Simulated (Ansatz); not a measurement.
```xyz
14

C    -1.8737    1.3899    0.1510
C     1.1403    0.8763   -0.3837
Cl    0.0218    0.6152    2.6199
Si   -0.1304    1.6017    0.7830
Si    1.1531    1.5841   -2.1311
H    -2.0896    0.3293   -0.0547
H    -2.6057    1.7492    0.8908
H    -2.0248    1.9570   -0.7824
H     0.1756    3.0382    1.0424
H     0.9788   -0.2155   -0.4458
H     2.1414    1.0198    0.0616
H     2.2952    1.0306   -2.9193
H     1.2806    3.0735   -2.0908
H    -0.1193    1.2451   -2.8391
```

Geometry: r2SCAN-D4/def2-SVP.

The calculation used isolated molecule in a Gaussian basis; Kohn-Sham density functional theory, functional PBE0 in Ansatz 0.2.0.

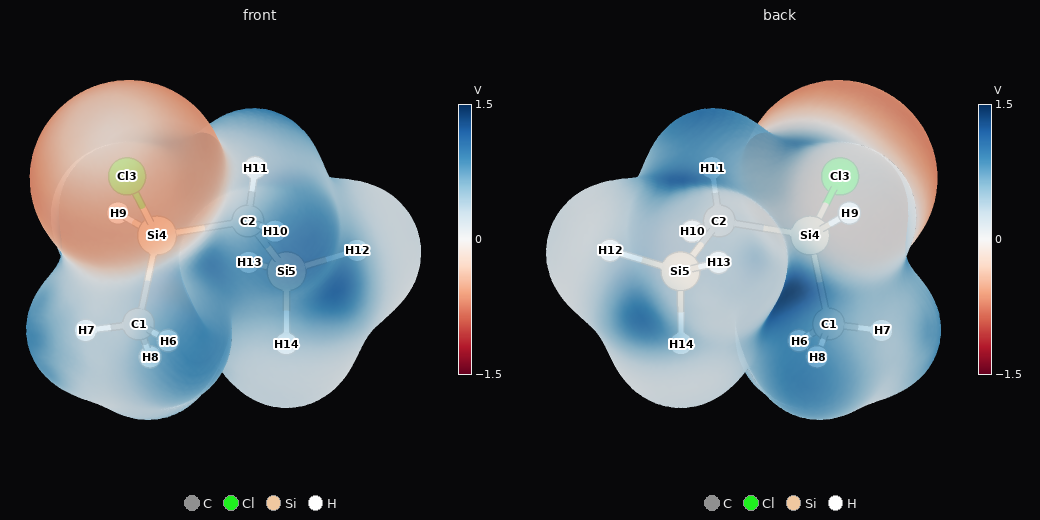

C₂H₉ClSi₂. The molecular electrostatic potential painted on the density surface at 0.002 e/bohr³, seen from the front and from behind; the colour scale runs from red (negative) to blue (positive).

> Where is the surface potential most negative and most positive?

The most negative region (about −0.7 V, or −16 kcal/mol for a unit charge) lies over Cl3, the most positive (about +1.2 V, or +28 kcal/mol for a unit charge) over Si4 and Si5.

> What dipole moment does the calculation give?

Its dipole moment is 1.62 D.
